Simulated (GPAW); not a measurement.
## 2H-VSSe monolayer in an electric field

Wanted: the out-of-plane polarisability of 2H-VSSe monolayer.

Program: GPAW 26.7.0. Level of theory: GPAW, PAW setups; layer in a repeated cell with vacuum, relaxation of atoms and in-plane cell, in the first sound run; inputs show where later runs differ. Results are calculated unless marked as measured.

### Step 1. Set-up

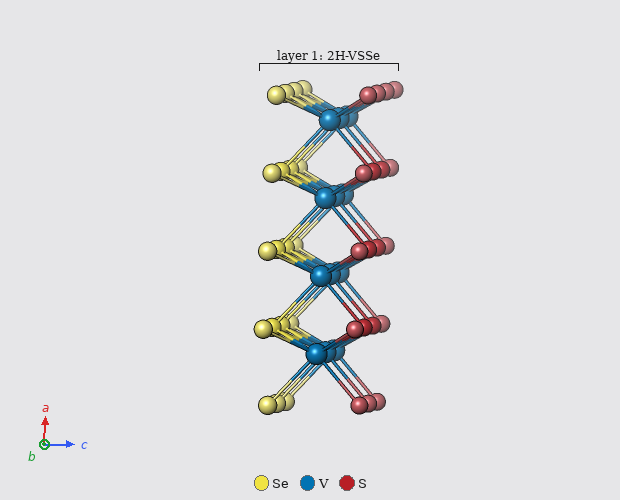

The cell as given, from the side, with the c axis across the page (selenium yellow, vanadium blue, sulfur red). 3×2×1 cells are drawn. Some periodic images of atoms are drawn too.

The cell holds 3 atoms: 1 Se, 1 V and 1 S. Its edges and angles: a = 3.250 Å, b = 3.250 Å, c = 21.366 Å, α = 90.0°, β = 90.0°, γ = 120.0°. Vacuum lies along c.

### Step 2. Relaxation

Forces are removed first; all later runs use this geometry.

The input, run.py:

```python
import json
import numpy as np
from ase import Atoms
from ase.filters import FrechetCellFilter
from ase.optimize import BFGS
from gpaw import GPAW, PW

slab = Atoms(
    ['Se', 'V', 'S'],
    positions=[
        [-0.00000, 1.87639, 9.00000],
        [0.00000, 0.00000, 10.79543],
        [-0.00000, 1.87639, 12.36609]],
    cell=[[3.25, 0.0, 0.0], [-1.625, 2.81458, 0.0], [0.0, 0.0, 21.3661]],
    pbc=[True, True, True],
    magmoms=[0.0, 1.0, 0.0])

slab.calc = GPAW(mode=PW(600), xc='PBE', kpts={'size': (12, 12, 1), 'gamma': True},
                 occupations={'name': 'fermi-dirac', 'width': 0.05}, nbands='160%',
                 convergence={'density': 1e-05}, maxiter=200,
                 symmetry={'tolerance': 1e-3}, txt='slab.txt')
result = {}
# The in-plane cell is free; stress needs a cell that repeats along all three vectors
path = []
opt = BFGS(FrechetCellFilter(slab, mask=[1, 1, 0, 0, 0, 1]), maxstep=0.2)
opt.attach(lambda: path.append((slab.get_potential_energy(), slab.positions.tolist(), slab.get_forces().tolist())))
result['relaxed'] = bool(opt.run(fmax=0.02, steps=45))
result['path'] = path
result['cell'] = slab.cell.tolist()
print('in-plane lattice', slab.cell.cellpar().round(4)[[0, 1, 5]])
energy = slab.get_potential_energy()
fermi = slab.calc.get_fermi_level()
v = slab.calc.get_electrostatic_potential().mean((0, 1)) - fermi
n = slab.calc.get_pseudo_density().mean((0, 1))
L = slab.cell[2, 2]
z = np.arange(len(v)) * L / len(v)
low, high = slab.positions[:, 2].min(), slab.positions[:, 2].max()
below, above = np.interp([low - 6.8, high + 6.8], z, v)
slopes = [np.interp(x, z, np.gradient(v, z)) for x in (low - 6.8, high + 6.8)]
eps = np.array([[slab.calc.get_eigenvalues(k, s) for k in range(len(slab.calc.get_ibz_k_points()))]
                for s in range(slab.calc.get_number_of_spins())]) - fermi
top, bottom = eps[eps < 0].max(), eps[eps > 0].min()
dipole = slab.get_dipole_moment()[2]
print(f'energy {energy:.4f} eV, Fermi level {fermi:.4f} eV, dipole {dipole:.5f} e A')
print(f'potential 6.8 A off the faces, from the Fermi level: lower {below:.4f} eV, upper {above:.4f} eV')
print(f'slope of the potential there: lower {slopes[0]:.5f}, upper {slopes[1]:.5f} eV/A')
print(f'nearest levels on the mesh: {top:.4f} and {bottom:.4f} eV')
print('magnetic moment', round(slab.get_magnetic_moment(), 3))
result.update(energy=energy, fermi=fermi, dipole=dipole, below=below, above=above, slopes=slopes, edges=[top, bottom],
              z=z.tolist(), v=v.tolist(), n=n.tolist(), positions=slab.positions.tolist(),
              forces=slab.get_forces(apply_constraint=False).tolist(), moments=slab.get_magnetic_moments().tolist())
json.dump(result, open('result.json', 'w'))
```

The run is started by

```
$ OMP_NUM_THREADS=1 OPENBLAS_NUM_THREADS=1 python run.py
```

Output:

```text
Step          Energy          fmax
BFGS:    0      -18.241527        1.749610
BFGS:    1      -18.317212        1.436828
BFGS:    2      -18.461642        0.375556
BFGS:    3      -18.469351        0.229238
BFGS:    4      -18.471624        0.191023
BFGS:    5      -18.477208        0.144129
BFGS:    6      -18.477855        0.120800
BFGS:    7      -18.478441        0.032130
BFGS:    8      -18.478474        0.005510
in-plane lattice [  3.2647   3.2647 120.    ]
energy -18.4754 eV, Fermi level -2.1199 eV, dipole -0.02919 e A
potential 6.8 A off the faces, from the Fermi level: lower 5.5274 eV, upper 5.6531 eV
slope of the potential there: lower -0.02685, upper -0.02686 eV/A
nearest levels on the mesh: -0.0221 and 0.0198 eV
magnetic moment 0.951
```

Run time: 15 min. Hardware: 1 thread of Arm Neoverse V1, shared host; peak memory 0.62 GiB.

This step gave:

| Item | Value |
| --- | --- |
| dipole along the normal | -0.02919 e·Å |
| levels nearest the Fermi level on the mesh | -0.02210, 0.01984 eV from the Fermi level |
| site moments | -0.05268, 0.8736, -0.01630 μB |
| sum of the site moments | 0.8046 μB |

The electrostatic potential energy of an electron (without an applied field's), less the Fermi level, planar mean by z:

| z (Å) | electrostatic potential energy of an electron (without an applied field's), less the Fermi level, planar mean (eV) |
| --- | --- |
| 0 | 5.59 |
| 1 | 5.56 |
| 2 | 5.54 |
| 3 | 5.51 |
| 4 | 5.48 |
| 5 | 5.46 |
| 6 | 5.42 |
| 7 | 5.31 |
| 8 | 3.50 |
| 9 | -18.7 |
| 10 | -3.78 |
| 11 | -12.2 |
| 12 | -13.7 |
| 13 | 1.58 |
| 14 | 5.61 |
| 15 | 5.75 |
| 16 | 5.73 |
| 17 | 5.71 |
| 18 | 5.68 |
| 19 | 5.65 |
| 20 | 5.63 |
| 21 | 5.60 |

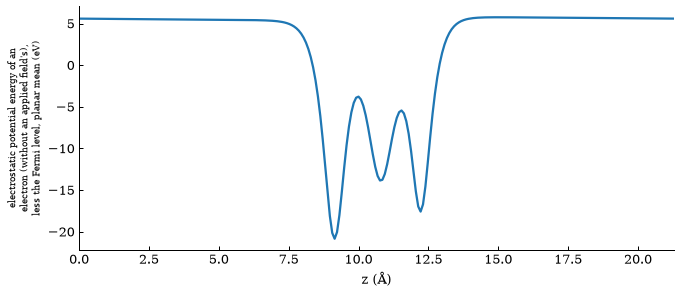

Electrostatic potential energy of an electron (without an applied field's), less the Fermi level, planar mean, plotted against z.

The pseudo valence density, planar mean by z:

| z (Å) | pseudo valence density, planar mean (e/Å³) |
| --- | --- |
| 4 | 0 |
| 6 | 2.4e-4 |
| 8 | 0.0924 |
| 10 | 0.381 |
| 12 | 0.457 |
| 14 | 0.0101 |
| 16 | 2.1e-5 |

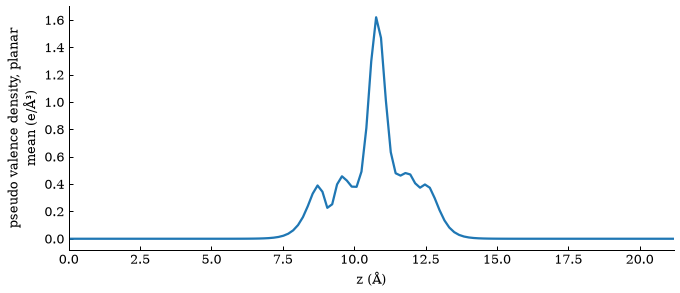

Pseudo valence density, planar mean, plotted against z.

Site moment by atom:

| atom | site moment (μB) |
| --- | --- |
| Se1 | -0.053 |
| V2 | 0.874 |
| S3 | -0.016 |

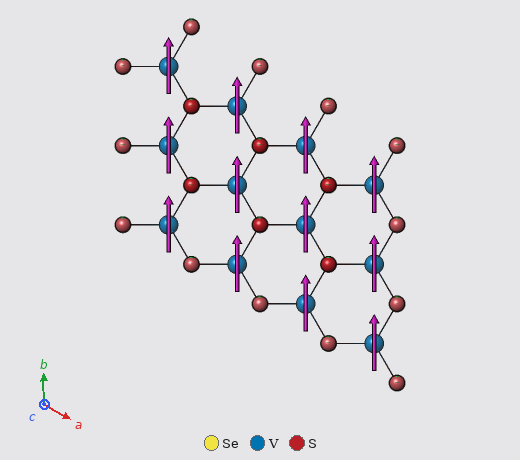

Site moment as arrows, the longest 0.874 μB. Up and down stand for the sign. Arrows give size and sign along the axis of quantisation, drawn up and down the page. Each arrow also spans its atom, so small moments look longer than they are. The two directions have two colours. 3×2×1 cells are drawn. Some periodic images of atoms are drawn too.

The relaxation lowered the energy of the cell by 0.235 eV (energies extrapolated to zero smearing; the optimiser's log prints free energies). The largest force left on a free atom is 0.0055 eV/Å.

### Step 3. The slab's potential

The work function is the vacuum plateau of the electrostatic potential less the Fermi level; a dipole layer lets the two faces have plateaus of their own.

This step: GPAW, PAW setups; slab in vacuum (GPAW 26.7.0).

The cell differs from the one that the last finished run ended in (c 21.366 → 21.088 Å).

Edit run.py of step 2 so:

```diff
@@ -3,4 +3,2 @@
 from ase import Atoms
-from ase.filters import FrechetCellFilter
-from ase.optimize import BFGS
 from gpaw import GPAW, PW
@@ -10,22 +8,15 @@
     positions=[
-        [-0.00000, 1.87639, 9.00000],
-        [0.00000, 0.00000, 10.79543],
-        [-0.00000, 1.87639, 12.36609]],
-    cell=[[3.25, 0.0, 0.0], [-1.625, 2.81458, 0.0], [0.0, 0.0, 21.3661]],
-    pbc=[True, True, True],
+        [0.00000, 1.88488, 9.00000],
+        [-0.00000, -0.00000, 10.66197],
+        [0.00000, 1.88488, 12.08839]],
+    cell=[[3.2647, 0.0, 0.0], [-1.63235, 2.82731, 0.0], [0.0, 0.0, 21.0884]],
+    pbc=[True, True, False],
     magmoms=[0.0, 1.0, 0.0])
 
-slab.calc = GPAW(mode=PW(600), xc='PBE', kpts={'size': (12, 12, 1), 'gamma': True},
+slab.calc = GPAW(mode=PW(400), xc='PBE', kpts={'size': (12, 12, 1), 'gamma': True},
                  occupations={'name': 'fermi-dirac', 'width': 0.05}, nbands='160%',
                  convergence={'density': 1e-05}, maxiter=200,
+                 poissonsolver={'dipolelayer': 'xy'},
                  symmetry={'tolerance': 1e-3}, txt='slab.txt')
 result = {}
-# The in-plane cell is free; stress needs a cell that repeats along all three vectors
-path = []
-opt = BFGS(FrechetCellFilter(slab, mask=[1, 1, 0, 0, 0, 1]), maxstep=0.2)
-opt.attach(lambda: path.append((slab.get_potential_energy(), slab.positions.tolist(), slab.get_forces().tolist())))
-result['relaxed'] = bool(opt.run(fmax=0.02, steps=45))
-result['path'] = path
-result['cell'] = slab.cell.tolist()
-print('in-plane lattice', slab.cell.cellpar().round(4)[[0, 1, 5]])
 energy = slab.get_potential_energy()
```

Output:

```text
energy -18.4374 eV, Fermi level -2.0754 eV, dipole -0.02195 e A
potential 6.8 A off the faces, from the Fermi level: lower 5.3764 eV, upper 5.8084 eV
slope of the potential there: lower -0.00001, upper 0.00000 eV/A
nearest levels on the mesh: -0.0197 and 0.0224 eV
magnetic moment 0.949
```

Wall time 64 s (1 thread); peak memory 0.25 GiB.

Numbers from this step:

```yaml
dipole_along_the_normal: -0.02195 e·Å
levels_nearest_the_fermi_level_on_the_mesh: -0.01967, 0.02237 eV from the Fermi level
upper_work_function: 5.808 eV
lower_work_function: 5.376 eV
site_moments: -0.05245, 0.8711, -0.01609 μB
sum_of_the_site_moments: 0.8026 μB
```

Electrostatic potential energy of an electron (without an applied field's), less the Fermi level, planar mean against z:

| z (Å) | electrostatic potential energy of an electron (without an applied field's), less the Fermi level, planar mean (eV) |
| --- | --- |
| 0 | 5.59 |
| 1 | 5.38 |
| 2 | 5.38 |
| 3 | 5.38 |
| 4 | 5.38 |
| 5 | 5.38 |
| 6 | 5.37 |
| 7 | 5.23 |
| 8 | 2.53 |
| 9 | -20.6 |
| 10 | -4.55 |
| 11 | -9.94 |
| 12 | -16.8 |
| 13 | 3.03 |
| 14 | 5.69 |
| 15 | 5.80 |
| 16 | 5.81 |
| 17 | 5.81 |
| 18 | 5.81 |
| 19 | 5.81 |
| 20 | 5.81 |

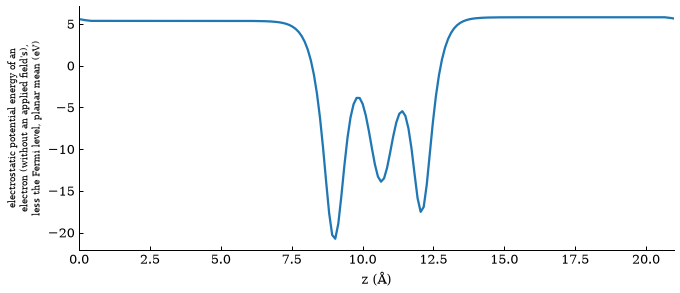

Electrostatic potential energy of an electron (without an applied field's), less the Fermi level, planar mean, plotted against z.

The pseudo valence density, planar mean by z:

| z (Å) | pseudo valence density, planar mean (e/Å³) |
| --- | --- |
| 5 | 1.9e-5 |
| 6 | 3.6e-4 |
| 7 | 0.00730 |
| 8 | 0.135 |
| 9 | 0.233 |
| 10 | 0.426 |
| 11 | 0.955 |
| 12 | 0.406 |
| 13 | 0.148 |
| 14 | 0.00644 |
| 15 | 2.9e-4 |
| 16 | 1.4e-5 |

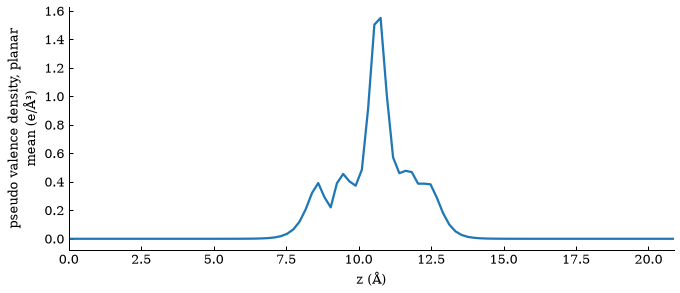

Pseudo valence density, planar mean, plotted against z.

The potential is flat to 6.4e-6 eV/Å where it is read, so the vacuum is wide enough.

### Step 4. In a field

A uniform field along the normal polarises the slab; the atoms stay fixed, so this is the electronic response alone.

Edit run.py of step 3 so:

```diff
@@ -4,2 +4,3 @@
 from gpaw import GPAW, PW
+from gpaw.external import ConstantElectricField
 
@@ -19,2 +20,3 @@
                  poissonsolver={'dipolelayer': 'xy'},
+                 external=ConstantElectricField(-0.2, [0, 0, 1]),
                  symmetry={'tolerance': 1e-3}, txt='slab.txt')
```

Output:

```text
energy -18.4474 eV, Fermi level -2.0737 eV, dipole -0.07587 e A
potential 6.8 A off the faces, from the Fermi level: lower 4.8442 eV, upper 6.3315 eV
slope of the potential there: lower -0.00000, upper 0.00000 eV/A
nearest levels on the mesh: -0.0277 and 0.0139 eV
magnetic moment 0.954
```

It took 4.2 min on 1 thread; peak memory 0.44 GiB.

This step gave:

- dipole along the normal: -0.07587 e·Å
- levels nearest the Fermi level on the mesh: -0.02769, 0.01395 eV from the Fermi level
- site moments: -0.05291, 0.8761, -0.01696 μB
- sum of the site moments: 0.8063 μB
- potential below the slab, the applied field's own ramp left out: 4.844 eV from the Fermi level
- potential above the slab, the applied field's own ramp left out: 6.331 eV from the Fermi level

Table of electrostatic potential energy of an electron (without an applied field's), less the Fermi level, planar mean by z:

| z (Å) | electrostatic potential energy of an electron (without an applied field's), less the Fermi level, planar mean (eV) |
| --- | --- |
| 0 | 5.59 |
| 1 | 4.84 |
| 2 | 4.84 |
| 3 | 4.84 |
| 4 | 4.84 |
| 5 | 4.84 |
| 6 | 4.84 |
| 7 | 4.71 |
| 8 | 2.07 |
| 9 | -20.9 |
| 10 | -4.65 |
| 11 | -9.85 |
| 12 | -16.5 |
| 13 | 3.49 |
| 14 | 6.20 |
| 15 | 6.32 |
| 16 | 6.33 |
| 17 | 6.33 |
| 18 | 6.33 |
| 19 | 6.33 |
| 20 | 6.33 |

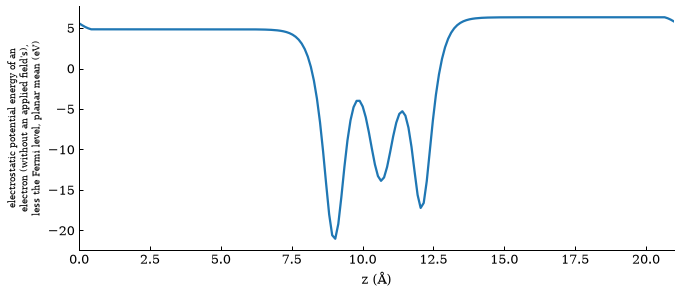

Electrostatic potential energy of an electron (without an applied field's), less the Fermi level, planar mean against z.

The dipole is now -0.0759 e Å, against -0.022 in the run without a field.

### Step 5. In a field

Edit run.py of step 4 so:

```diff
@@ -20,3 +20,3 @@
                  poissonsolver={'dipolelayer': 'xy'},
-                 external=ConstantElectricField(-0.2, [0, 0, 1]),
+                 external=ConstantElectricField(-0.1, [0, 0, 1]),
                  symmetry={'tolerance': 1e-3}, txt='slab.txt')
```

Output:

```text
energy -18.4411 eV, Fermi level -2.0741 eV, dipole -0.04895 e A
potential 6.8 A off the faces, from the Fermi level: lower 5.1097 eV, upper 6.0693 eV
slope of the potential there: lower -0.00000, upper 0.00000 eV/A
nearest levels on the mesh: -0.0237 and 0.0182 eV
magnetic moment 0.952
```

Wall time 4.2 min (1 thread); peak memory 0.44 GiB.

Numbers from this step:

```yaml
dipole_along_the_normal: -0.04895 e·Å
levels_nearest_the_fermi_level_on_the_mesh: -0.02369, 0.01815 eV from the Fermi level
site_moments: -0.05268, 0.8737, -0.01653 μB
sum_of_the_site_moments: 0.8045 μB
potential_below_the_slab_the_applied_field_s_own_ramp_left_out: 5.110 eV from the Fermi level
potential_above_the_slab_the_applied_field_s_own_ramp_left_out: 6.069 eV from the Fermi level
```

Table of electrostatic potential energy of an electron (without an applied field's), less the Fermi level, planar mean by z:

| z (Å) | electrostatic potential energy of an electron (without an applied field's), less the Fermi level, planar mean (eV) |
| --- | --- |
| 0 | 5.59 |
| 1 | 5.11 |
| 2 | 5.11 |
| 3 | 5.11 |
| 4 | 5.11 |
| 5 | 5.11 |
| 6 | 5.10 |
| 7 | 4.97 |
| 8 | 2.30 |
| 9 | -20.7 |
| 10 | -4.60 |
| 11 | -9.90 |
| 12 | -16.6 |
| 13 | 3.26 |
| 14 | 5.95 |
| 15 | 6.06 |
| 16 | 6.07 |
| 17 | 6.07 |
| 18 | 6.07 |
| 19 | 6.07 |
| 20 | 6.07 |

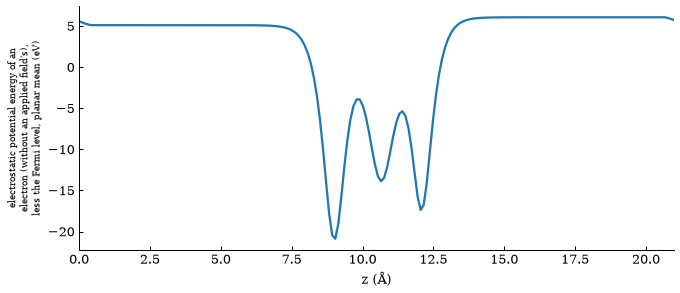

Electrostatic potential energy of an electron (without an applied field's), less the Fermi level, planar mean against z.

The dipole is now -0.0490 e Å, against -0.022 in the run without a field.

### Step 6. Field on

Edit run.py of step 5 so:

```diff
@@ -20,3 +20,3 @@
                  poissonsolver={'dipolelayer': 'xy'},
-                 external=ConstantElectricField(-0.1, [0, 0, 1]),
+                 external=ConstantElectricField(-0.05, [0, 0, 1]),
                  symmetry={'tolerance': 1e-3}, txt='slab.txt')
```

Output:

```text
energy -18.4389 eV, Fermi level -2.0747 eV, dipole -0.03550 e A
potential 6.8 A off the faces, from the Fermi level: lower 5.2428 eV, upper 5.9387 eV
slope of the potential there: lower -0.00000, upper 0.00000 eV/A
nearest levels on the mesh: -0.0217 and 0.0203 eV
magnetic moment 0.95
```

The job ended after 4.2 min (1 thread; peak memory 0.44 GiB).

### Step 7. In a field

Edit run.py of step 6 so:

```diff
@@ -20,3 +20,3 @@
                  poissonsolver={'dipolelayer': 'xy'},
-                 external=ConstantElectricField(-0.05, [0, 0, 1]),
+                 external=ConstantElectricField(0.05, [0, 0, 1]),
                  symmetry={'tolerance': 1e-3}, txt='slab.txt')
```

Output:

```text
energy -18.4366 eV, Fermi level -2.0764 eV, dipole -0.00857 e A
potential 6.8 A off the faces, from the Fermi level: lower 5.5102 eV, upper 5.6783 eV
slope of the potential there: lower -0.00000, upper 0.00000 eV/A
nearest levels on the mesh: -0.0176 and 0.0246 eV
magnetic moment 0.948
```

Run time: 4.1 min. Hardware: 1 thread; peak memory 0.44 GiB.

### Step 8. Field on

Edit run.py of step 7 so:

```diff
@@ -20,3 +20,3 @@
                  poissonsolver={'dipolelayer': 'xy'},
-                 external=ConstantElectricField(0.05, [0, 0, 1]),
+                 external=ConstantElectricField(0.1, [0, 0, 1]),
                  symmetry={'tolerance': 1e-3}, txt='slab.txt')
```

Output:

```text
energy -18.4365 eV, Fermi level -2.0775 eV, dipole 0.00489 e A
potential 6.8 A off the faces, from the Fermi level: lower 5.6444 eV, upper 5.5485 eV
slope of the potential there: lower -0.00000, upper 0.00000 eV/A
nearest levels on the mesh: -0.0155 and 0.0268 eV
magnetic moment 0.947
```

Wall time 4.2 min (1 thread); peak memory 0.44 GiB.

The dipole is now 0.00489 e Å, against -0.022 in the run without a field.

### Step 9. Field on

Edit run.py of step 8 so:

```diff
@@ -20,3 +20,3 @@
                  poissonsolver={'dipolelayer': 'xy'},
-                 external=ConstantElectricField(0.1, [0, 0, 1]),
+                 external=ConstantElectricField(0.2, [0, 0, 1]),
                  symmetry={'tolerance': 1e-3}, txt='slab.txt')
```

Output:

```text
energy -18.4383 eV, Fermi level -2.0805 eV, dipole 0.03184 e A
potential 6.8 A off the faces, from the Fermi level: lower 5.9139 eV, upper 5.2896 eV
slope of the potential there: lower -0.00001, upper 0.00000 eV/A
nearest levels on the mesh: -0.0112 and 0.0312 eV
magnetic moment 0.944
```

The job ended after 4.3 min (1 thread; peak memory 0.44 GiB).

(Continued in part 2 of 2.)

[Logs are printed without paths, hosts, clocks, repeated set-up lines and the standing remarks that a program may print on its own settings, such as how far it seeks lower states.]

[Hosts, paths, dates, database ids (printed as entryN), source tags and the programs' standing remarks are cut or masked in the printed files.]
